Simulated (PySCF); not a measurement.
## A study: BrH, SMILES `Br`

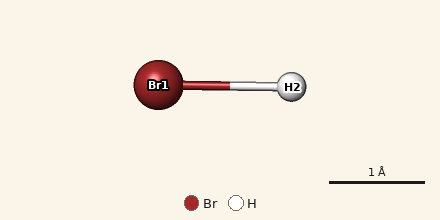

The molecule, with its atoms numbered as below. No frequency check shows the geometry to be a minimum.

Geometry (Å), atoms numbered from 1:

```
Br1      0.0389    0.0000    0.0000
H2      -1.3627    0.0000    0.0000
```

## 1. Bonding charge

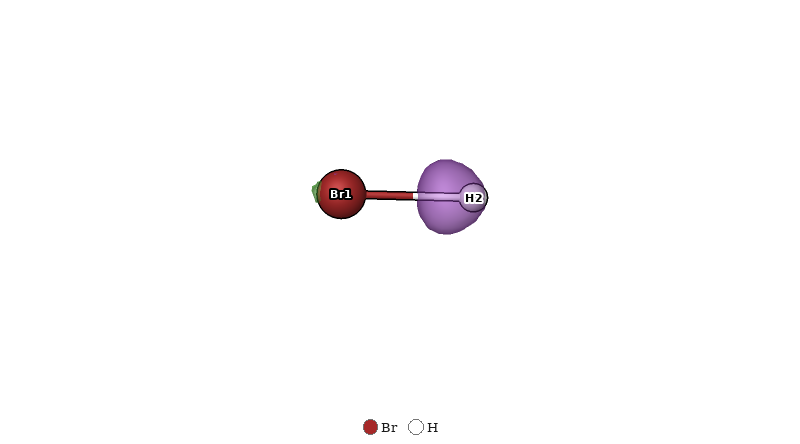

Deformation density (molecule less spherical, spin-averaged free atoms at the same positions), surfaces at ±0.17 e/Å³; purple: gain, green: loss.

Method: PBE/def2-TZVP; geometry: GFN2-xTB; program: PySCF.

> How much density has each bond gained at its critical point, relative to the free atoms?

Br1–H2: +0.35 e/Å³ at the bond critical point (bond length 1.40 Å, Mayer order 1.0). In all, 0.4 electrons gather in the regions of gain relative to the promolecule.

> Where do the Hirshfeld charges lie?

The highest Hirshfeld charge is on H2 (+0.09 e), the lowest on Br1 (−0.09 e).

## 2. Bond critical points

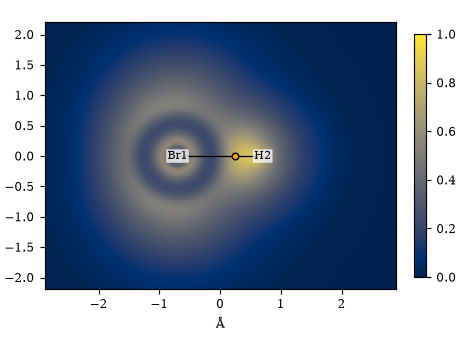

Localised orbital locator (LOL) in a plane that holds the bond, with bond paths and bond critical points (dots).

> What values does LOL take at the bond critical points in this plane?

Br1–H2: about 0.77. Values above 0.5 mark slow, localised electrons, as in shared pairs; low values at a critical point mark a polar or closed-shell contact whose critical point lies between the shells.

> Where along Br1–H2 does the critical point lie?

0.95 Å from Br1 and 0.45 Å from H2.

## 3. Local ionisation energy

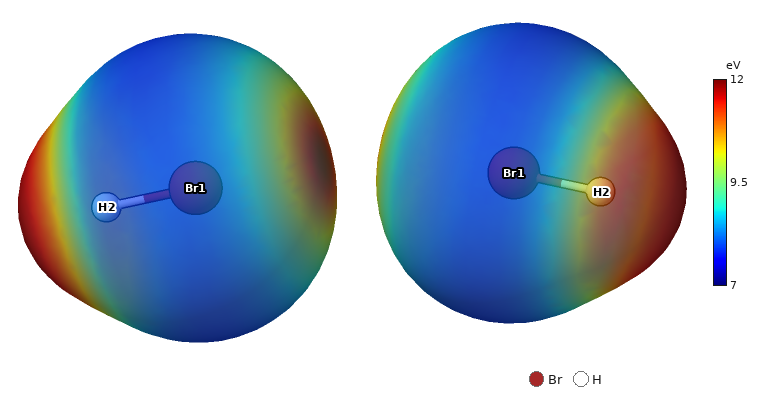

Average local ionisation energy on the surface of electron density 0.001 a.u. (back view left, front view right).

> Locate the minima of the map.

The lowest value is 7.9 eV, 2.3 Å from Br1, and at like points elsewhere. For comparison, the highest occupied orbital lies at −7.4 eV.

## 4. In an electric field

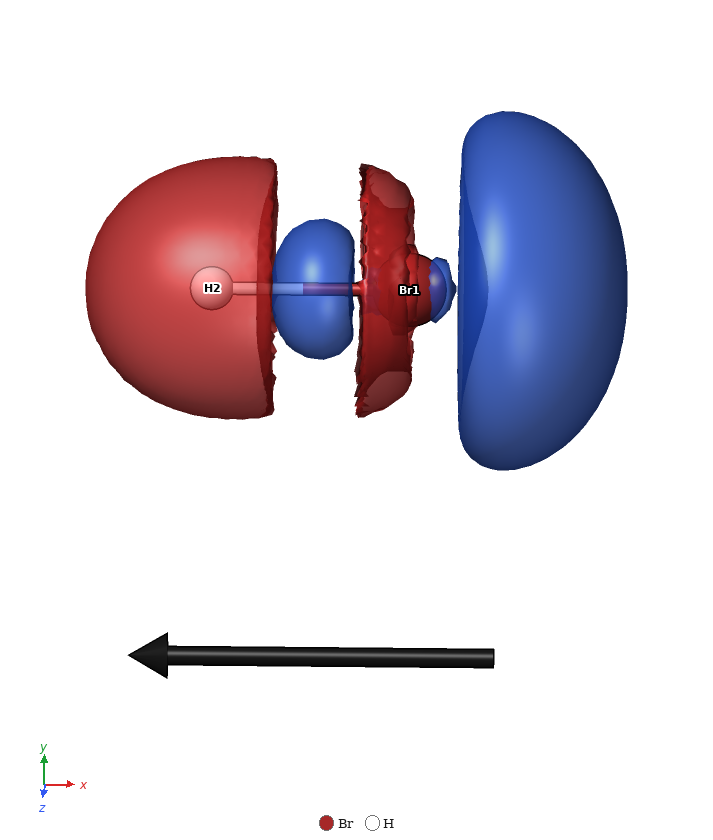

Change of the electron density in a uniform field of 0.21 V/Å along −x (arrow), surfaces at ±0.0015 e/Å³ (blue: gain, red: loss).

Level of theory: PBE/def2-TZVP (PySCF), at a geometry from GFN2-xTB. A basis without diffuse functions makes polarisabilities too small.

The field was applied in both directions; the picture shows the one opposite to the script's first.

> What dipole is induced, and what polarisability does it imply?

The induced dipole is 0.22 D (along the field); α along this axis, from the fields in both directions, is 22 bohr³ (3.2 Å³).
